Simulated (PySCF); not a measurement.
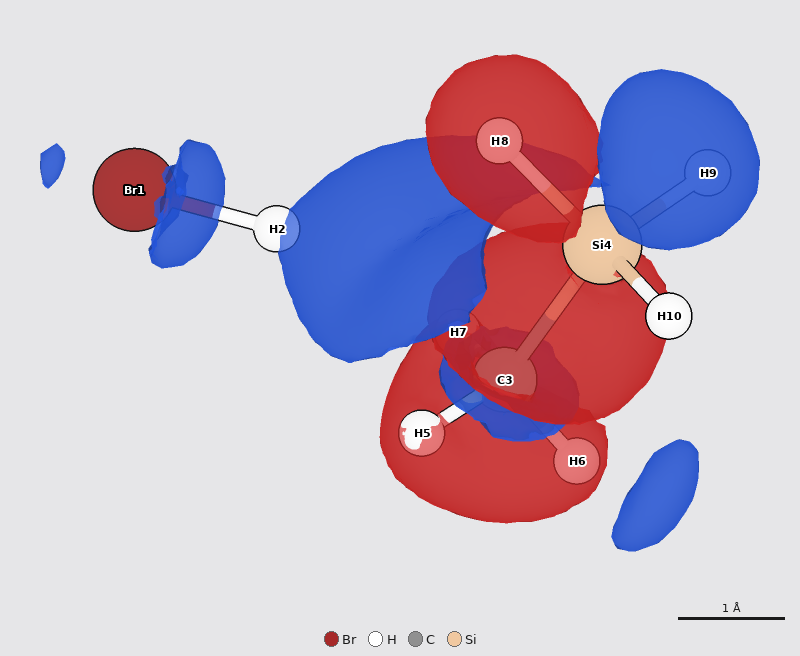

CH₇BrSi, SMILES `Br.C[SiH3]`. Unrelaxed difference density of S₃ less the ground state (CIS singlet states), ±0.015 e/Å³; blue: gain, red: loss.

Computed with PySCF, HF/def2-SVP, geometry: an unrelaxed start of a pair search. Without diffuse functions Rydberg states are missing, so the states' numbers hold for this basis only.

Input script:

```python
import numpy as np
from pyscf import gto, scf, dft, tdscf
from pyscf.scf import atom_ks, atom_hf
from scipy.linalg import block_diag

def solve(mol, dm0=None, hcore=None):
    mf = scf.UHF(mol) if mol.spin else scf.RHF(mol)
    mf = mf.density_fit(auxbasis='def2-universal-jkfit')
    mf.conv_tol, mf.max_cycle = 1e-8, 80
    if hcore is not None:
        mf.get_hcore = lambda *args: hcore
    mf.kernel(dm0)
    if not mf.converged:
        mf = mf.newton().run(mf.mo_coeff, mf.mo_occ, max_cycle=30)
    assert mf.converged, 'SCF not converged'
    return mf

mol = gto.M(atom='''
Br    -1.80094     0.05766    -0.00045
H     -0.40211    -0.03445     0.02574
C      1.93190    -1.22058    -0.00038
Si     2.70350     0.51655    -0.00032
H      1.33543    -1.40392     0.89098
H      2.70817    -1.98023    -0.02105
H      1.30378    -1.38925    -0.87244
H      1.62096     1.50683     0.09008
H      3.44016     0.71854    -1.24624
H      3.58615     0.65609     1.15565
''', basis='def2-svp', charge=0, spin=0, verbose=4)
mf = solve(mol)
td = mf.TDA()
td.nstates, td.singlet, td.conv_tol = 5, True, 1e-5
td.kernel()
td.analyze()
x, y = np.array([p[0] for p in td.xy]), np.array([p[1] + 0 * p[0] for p in td.xy])
f, mu = td.oscillator_strength(), td.transition_dipole()
nto = [td.get_nto(state=i + 1, verbose=4) for i in range(len(td.e))]
# spherically averaged free atoms, for the promolecule
atm = scf.atom_hf.get_atm_nrhf(mol)
pro = block_diag(*[(atm[a[0]][2] * atm[a[0]][3]) @ atm[a[0]][2].T for a in mol._atom])
np.savez('result.npz', e=td.e, f=f, ok=td.converged, w=[n[0] for n in nto], nto=[n[1] for n in nto], x=x, y=y, c=mf.mo_coeff, occ=mf.mo_occ, eps=mf.mo_energy, pro=pro, mu=mu)
```

Command:

```sh
OMP_NUM_THREADS=1 python input.py
```

The run took 54 s on 1 thread of Arm Neoverse V2, on a shared host, peak memory 0.35 GiB.

Q: How does the charge move on excitation?

A: 0.73 e is displaced in all, of which about 0.3 e passes between atoms: C3 (0.24 e) and H8 (0.08 e) lose electrons and Br1 (0.07 e) and H2 (0.06 e) gain them. The state: 10.31 eV (120 nm), f = 0.278 (bright), partly diffuse acceptor orbital, which a basis without diffuse functions describes poorly; the leading pair carries 96 %; hole on C3 (41 %), Si4 (30 %) and H8 (12 %), electron on Si4 (33 %), C3 (16 %) and H6 (10 %) (atom shares of so diffuse an orbital are rough); their centroids lie 0.2 Å apart.
